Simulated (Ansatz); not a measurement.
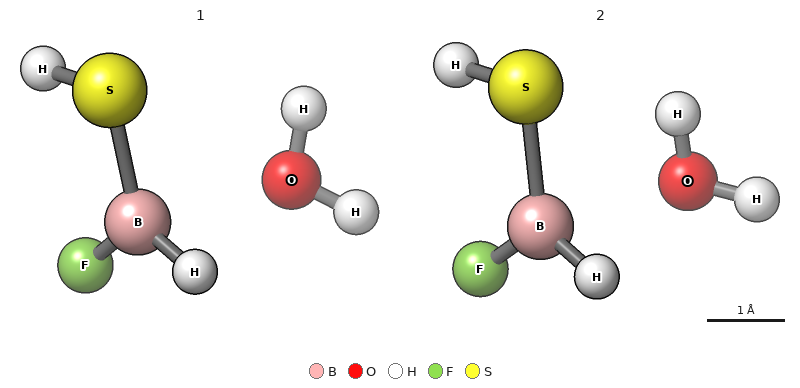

Two geometries of BH$_{4}$SOF, drawn at one scale. One is the start of a relaxation, the other its converged end. The picture is a ball-and-stick view, seen from a free direction.

These are results of Ansatz, RHF/def2-SVP, not measurements. Settings: no spin polarisation; force threshold 0.03 eV/Å; at most 50 steps.

Which of the two is the end point?

Answer. Structure 1 is the relaxed one. The run prepares an end point of a later path (reaction) calculation, from a guessed geometry. The energy falls by 0.075 eV in 6 accepted moves (7 points after the start). The largest force component goes from 1.3 to 0.026 eV/Å. The line search rejected the trial step at point 2 of the run. The atom that moves furthest after the best rigid fit is an H atom (0.42 Å). By element the largest moves are H 0.42 Å, S 0.25 Å, F 0.09 Å, B 0.07 Å, O 0.07 Å. Near-neighbour distances that change, for instance: B–S 1.866 → 1.822 Å, H–O 0.970 → 0.946 Å. The run took 5.8 s on 2 threads of Arm Neoverse V2, on a shared host, peak memory 0.14 GiB.

Limits of the set-up: the start holds two separate molecules, 2.6 Å apart at their closest, whose relative position is a soft coordinate and is computed without a dispersion correction; Hartree-Fock leaves out electron correlation.
